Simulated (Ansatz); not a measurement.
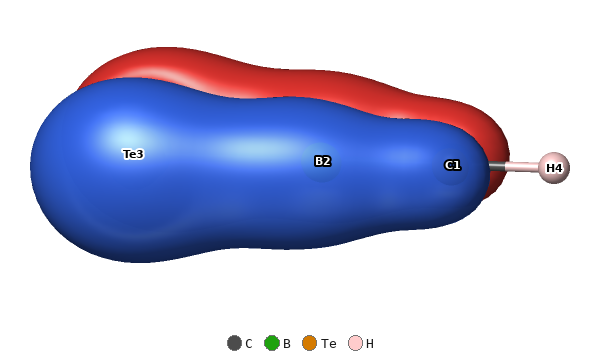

Figure 1: CHBTe (SMILES [CH+]=[B-]=[Te]) (triplet). The HOMO (β) at ±0.15 Å⁻³ᐟ² (red and blue are the two phases), seen from one side.

Geometry: BLYP-D3(BJ)/def2-SVP; ⟨S²⟩ = 2.07, above the pure value of 2.00; core potentials replace the inner electrons of Te.

Method: Ansatz, isolated molecule in a Gaussian basis; Kohn-Sham density functional theory, functional PBE0.

### Describe this orbital and give its energy.

It lies mainly on Te3 (about 50 %), B2 (about 30 %) and C1 (about 15 %); π-bonding across Te3–B2. It is one of a degenerate set, so its orientation is arbitrary. Its energy is −7.21 eV.
